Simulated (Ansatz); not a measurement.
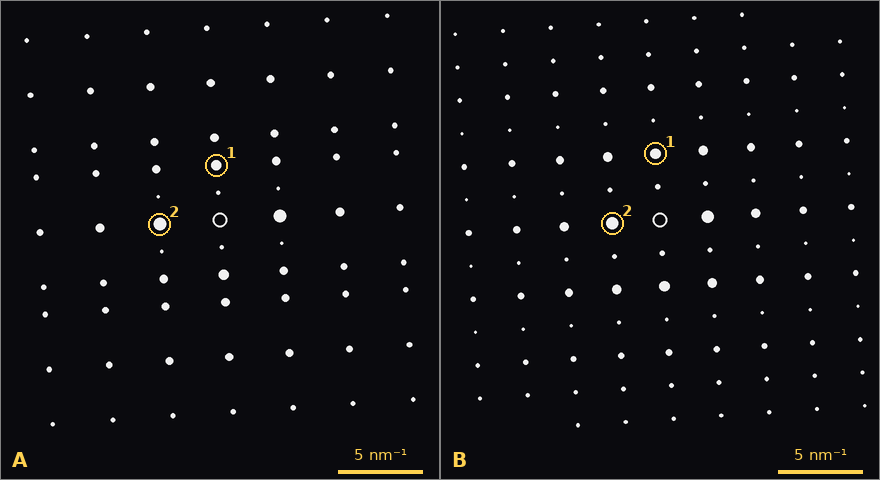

Kinematic electron diffraction patterns (120 kV, B = 0.5 Å², same scale) along [1-10] of the run's own cell, for the start and the end of one relaxation of Cs3Zn with Ansatz, DFT PBE, scalar-relativistic, plane waves, PAW. k mesh 6×6×6. The start is a generated model structure, and the relaxation ends in the nearest stationary point of its symmetry, not necessarily the ground state. Spot 1 is -2 -2 0 and spot 2 is 0 0 -2 in both.

Start structure:

```yaml
crystal:
  lattice:
    - [10.06469, 0.00000, 0.00000]
    - [-5.03234, 8.71627, 0.00000]
    - [0.00000, 0.00000, 6.97228]
  atoms:
    - { symbol: Cs, position: [0.81775, 0.63550, 0.25000] }
    - { symbol: Cs, position: [0.18225, 0.81775, 0.75000] }
    - { symbol: Cs, position: [0.36450, 0.18225, 0.25000] }
    - { symbol: Cs, position: [0.18225, 0.36450, 0.75000] }
    - { symbol: Cs, position: [0.81775, 0.18225, 0.25000] }
    - { symbol: Cs, position: [0.63550, 0.81775, 0.75000] }
    - { symbol: Zn, position: [0.33333, 0.66667, 0.25000] }
    - { symbol: Zn, position: [0.66667, 0.33333, 0.75000] }
```

### Which pattern belongs to the start structure, and which to the relaxed one?

B is the start: its cell gives d(1) = 2.516 Å, d(2) = 3.486 Å and an angle of 90.0°. A is the relaxed structure, with d(1) = 3.041 Å (+20.9 %), d(2) = 2.775 Å (-20.4 %) and 90.0°.

### Name reflections whose intensity changes strongly on relaxation.

4 4 0, 4 4 2, 4 4 4 fade out of sight; 3 3 0 goes from 0.17 to 22 % of the strongest spot; 3 3 2 goes from 0.14 to 14 % of the strongest spot; 5 5 0 goes from 1.1 to 17 % of the strongest spot.

### Summarise the relaxation behind the change.

The volume changed by +16.3 % to 88.91 Å³ an atom; with the mean shift removed, the atoms moved by up to 0.38 Å relative to the cell (Cs most); the space group stayed P6_3/mmc (No. 194); the free energy fell by 15 meV an atom. Relaxed cell: a = 12.164 Å, b = 12.164 Å, c = 5.551 Å, α = 90.00°, β = 90.00°, γ = 120.00°.
